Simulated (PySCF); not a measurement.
**C3H9As, SMILES `C[As](C)C`: what the electrons do**

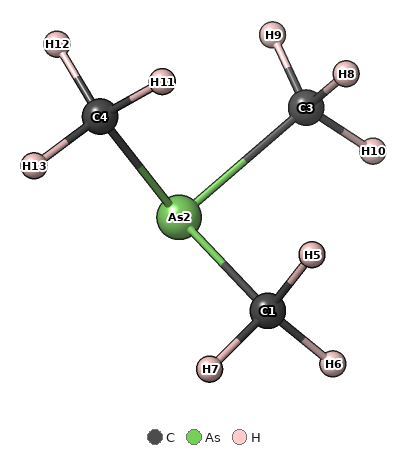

The molecule, with its atoms numbered as below. No frequency check shows the geometry to be a minimum.

Geometry (Å), atoms numbered from 1:

```
C1       0.6053   -1.5894    0.5226
As2     -0.0005    0.0005   -0.4801
C3       1.0752    1.3171    0.5242
C4      -1.6786    0.2706    0.5248
H5       0.5420   -1.4165    1.5959
H6       1.6369   -1.8260    0.2683
H7      -0.0105   -2.4521    0.2705
H8       0.9604    1.1718    1.5973
H9       0.7630    2.3304    0.2701
H10      2.1289    1.2168    0.2700
H11     -1.4958    0.2391    1.5978
H12     -2.1184    1.2347    0.2725
H13     -2.3996   -0.5047    0.2716
```

## 1. Bonding charge

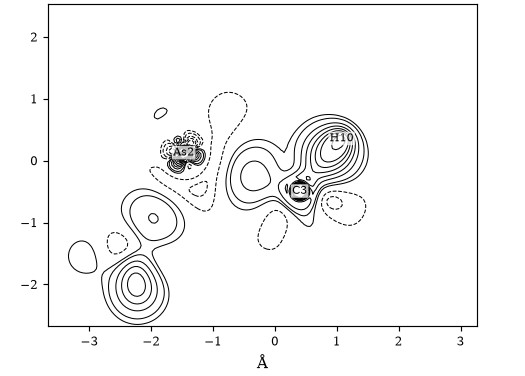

Deformation density (molecule less spherical, spin-averaged free atoms) in the plane of As2, C3 and H10; contours at ±0.05 to ±0.8 e/Å³; solid lines: gain, dashed lines: loss.

Computed with PySCF, PBE/def2-TZVP, geometry: GFN2-xTB.

Q: How much density has each bond in this plane gained at its critical point, relative to the free atoms?

A: C3–H10: +0.66 e/Å³ at the bond critical point (bond length 1.09 Å, Mayer order 1.0). As2–C3: +0.18 e/Å³ at the bond critical point (bond length 1.98 Å, Mayer order 1.0). In all, 2.5 electrons gather in the regions of gain relative to the promolecule.

Q: Where do the Hirshfeld charges lie?

A: The highest Hirshfeld charge is on As2 (+0.18 e), the lowest on C1, C3 and C4 (−0.17 e).

## 2. Bond critical points

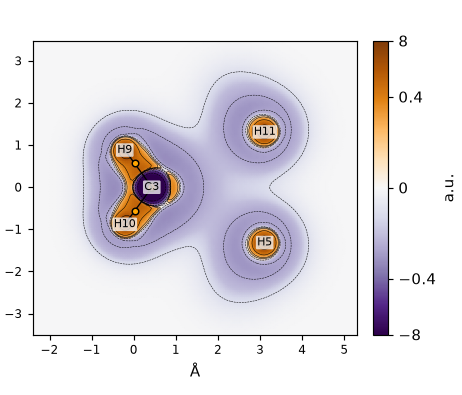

Negative Laplacian of the density (−∇²ρ) in the plane of C3, H5, H9, H10 and H11 (orange positive, purple negative, colour scale in a.u., logarithmic beyond ±0.04), with bond paths and bond critical points (dots).

Q: At which bond critical points in this plane is charge locally concentrated, and at which depleted?

A: Concentrated (∇²ρ < 0): C3–H10 and C3–H9 (−0.91 a.u.). At none is it depleted.

Q: Where along C3–H10 does the critical point lie?

A: 0.70 Å from C3 and 0.39 Å from H10.

## 3. Electrostatic potential

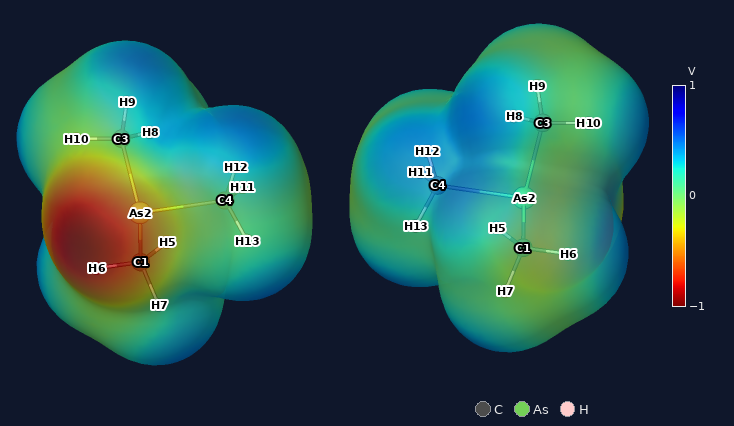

Electrostatic potential on the surface of electron density 0.001 a.u. (back view left, front view right).

Q: Where are the extremes of the potential on the surface?

A: Highest: 0.49 V, 1.4 Å from H9, and at like points elsewhere. Lowest: −0.93 V, 2.5 Å from As2. Further minima include −0.09 V, near H5 (1.88 Å), H7 (1.89 Å), H6 (1.89 Å) and C1 (1.97 Å), and at like points elsewhere; 0.05 V, near H8 (1.84 Å), H11 (1.89 Å), H9 (1.96 Å) and H12 (2.02 Å). The surface is sampled at points, so like sites can differ by a few per cent and only the strongest of them is named.

## 4. Excited states

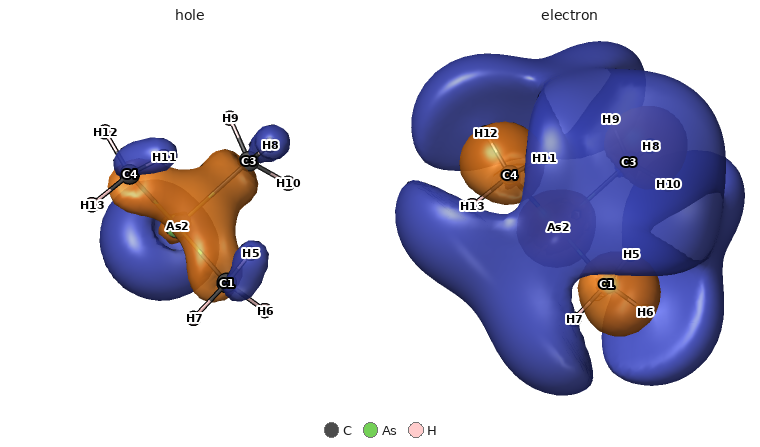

Leading natural transition orbital pair of S₃ (TDA singlet states); the surfaces enclose about 70 % of each orbital's density.

Computed with PySCF, CAM-B3LYP/def2-SVP, geometry: GFN2-xTB. Without diffuse functions Rydberg states are missing, so the states' numbers hold for this basis only.

Q: Give its energy and the atoms that hole and electron lie on.

A: 7.43 eV (167 nm), f = 0.008, partly diffuse acceptor orbital, which a basis without diffuse functions describes poorly; the leading pair carries 100 %; hole on As2 (65 %) and C1, C3 and C4 (8 % each), electron on H5, H8 and H11 (9 % each), C1, C3 and C4 (9 % each) and As2 (8 %) (atom shares of so diffuse an orbital are rough); their centroids lie 1.3 Å apart. In canonical orbitals it is mainly HOMO → LUMO+2 (98 %). The HOMO–LUMO gap is 10.29 eV.

## 5. In an electric field

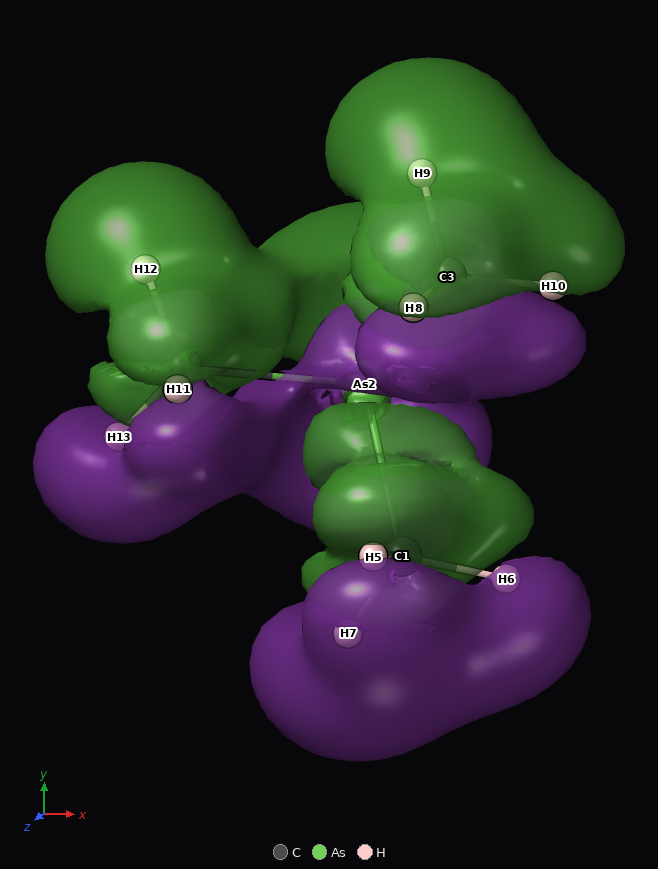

Change of the electron density in a uniform field of 0.51 V/Å, surfaces at ±0.002 e/Å³ (purple: gain, green: loss).

Computed with PySCF, B3LYP/aug-cc-pVDZ, geometry: GFN2-xTB.

The field was applied in both directions; the picture shows the one opposite to the script's first.

Q: Along which Cartesian direction does the field point?

A: Along +y: electrons gather on the −y side, against the field.

Q: What dipole is induced, and what polarisability does it imply?

A: The induced dipole is 1.99 D (along the field); α along this axis, from the fields in both directions, is 78 bohr³ (11.6 Å³).

## 6. Removing or adding an electron

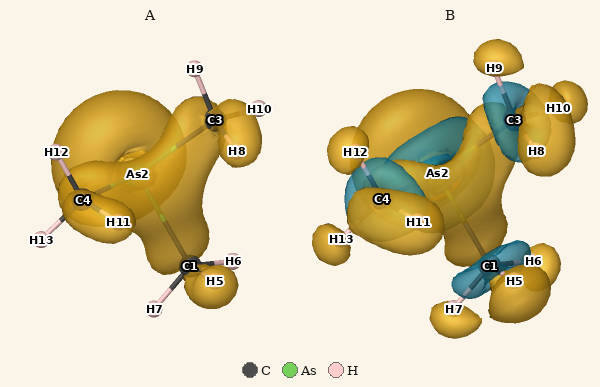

The Fukui function f⁻ from two separate SCF calculations and the density of the HOMO, at ±0.02 e/Å³ (yellow positive, teal negative).

PySCF calculation, PBE0/cc-pVDZ, gas phase; geometry: GFN2-xTB.

Q: Which panel is which, and how good is the frozen-orbital picture?

A: B is f⁻ (it has negative regions), A the HOMO density. The HOMO lies on As2 (66 %) and C1, C3 and C4 (8 % each); f⁻ (Hirshfeld-condensed) is largest on As2 (0.41); the vertical ionisation energy is 8.53 eV. Relaxation shifts 28 % of the electron between atoms. The orbital energy is −6.42 eV.

## 7. Localised orbitals

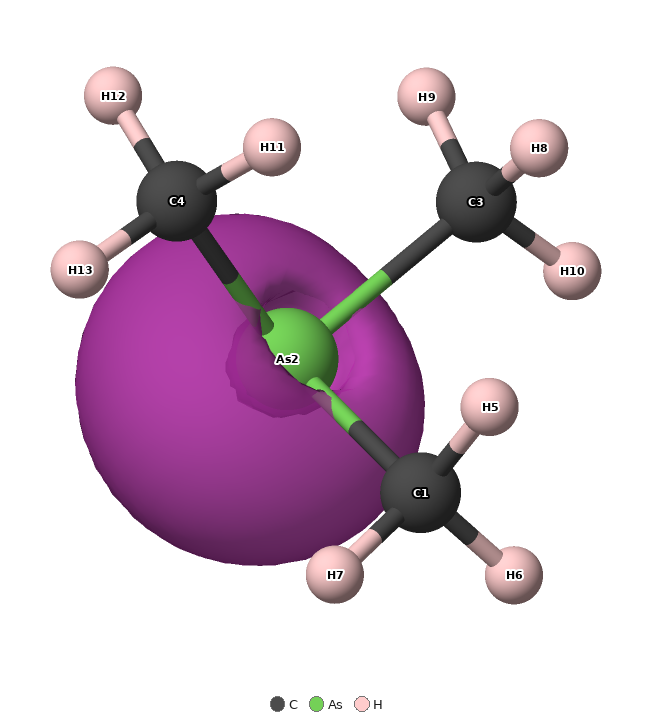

Pipek–Mezey orbitals, occupied; each surface holds about 85 % of the orbital's density. Energies are diagonal elements of the Fock matrix.

Method: B3LYP/def2-TZVP; geometry: GFN2-xTB; program: PySCF.

Q: What does this orbital represent?

A: Lone pair on As2 (sp0.6-type) (As2 99 %; −10.0 eV).

The PySCF runs shown took 26 s, 4.2 min, 47 s, 3.5 min and 18 s on 1 thread of Intel(R) Xeon(R) Platinum 8488C (Sapphire Rapids), on a shared host.
